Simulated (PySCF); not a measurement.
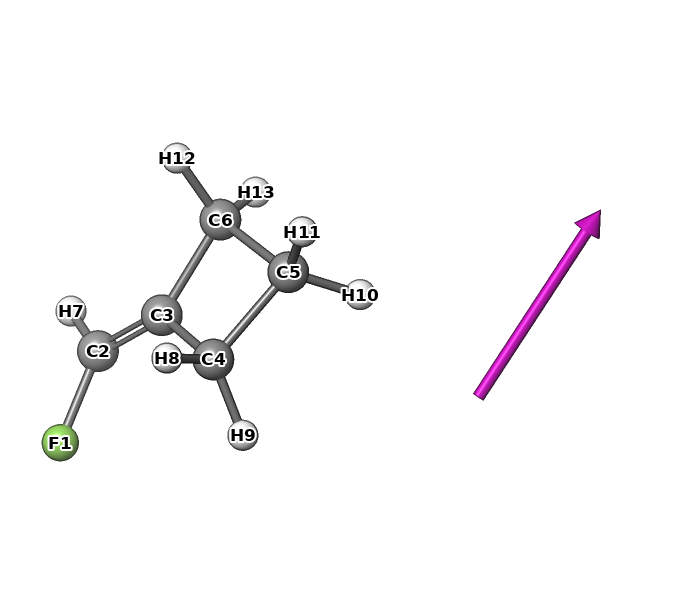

The arrow beside the molecule shows the direction of the dipole moment, from the negative to the positive end (its length means nothing). Computed geometry: PBE0-D3(BJ)/def2-SVP optimisation. No frequency run is at hand to confirm it as a minimum. Properties computed with B97-D/pcSseg-1, gas phase (PySCF 2.14.0).

> Estimate the dipole moment.

1.58 D; it points from the side of F1 to the side of H11 (the outermost atoms at the two ends).
